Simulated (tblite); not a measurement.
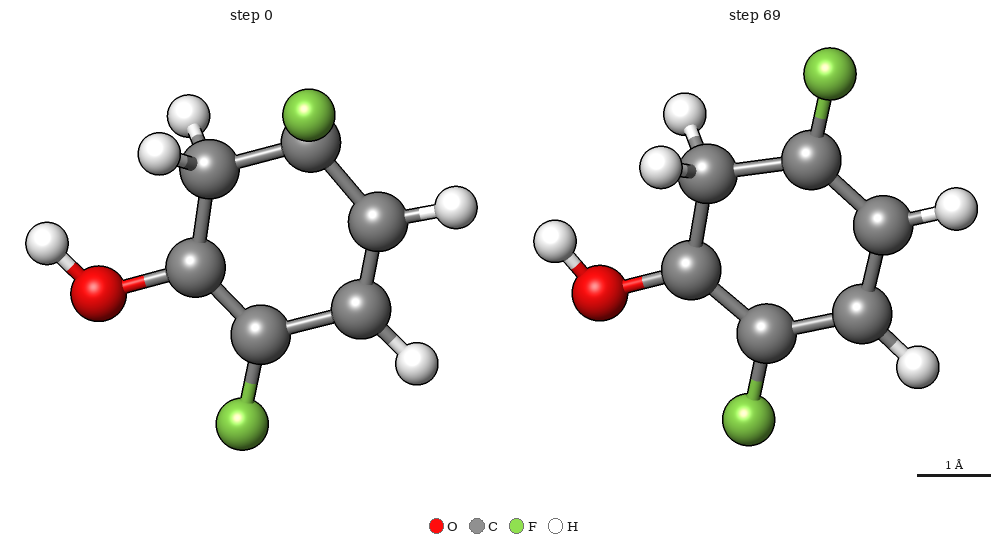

The structure of C6H5F2O (multiplicity 2) before (left) and after (right) a relaxation, at one scale.

A ball-and-stick model, seen at a tilt.

Method: GFN2-xTB geometry optimisation, gas phase in tblite. 

Question: Summarise the run.

Answer: The atom that moves furthest after the best rigid fit is an F atom (0.87 Å). Largest moves by element: F 0.87 Å, H 0.29 Å, C 0.28 Å, O 0.11 Å. Some distances before and after: C–C 1.450 → 1.351 Å, C–C 1.308 → 1.403 Å, C–C 1.298 → 1.369 Å, C–C 1.465 → 1.398 Å. Bond angles that change, for instance: C–C–C 111.9° → 125.0°, C–C–C 129.5° → 119.9°, C–C–F 111.9° → 120.8°. The energy falls by 152.9 kJ/mol in 69 geometry steps. Cost: 0.33 s on 1 thread of Arm Neoverse V2, on a shared host.
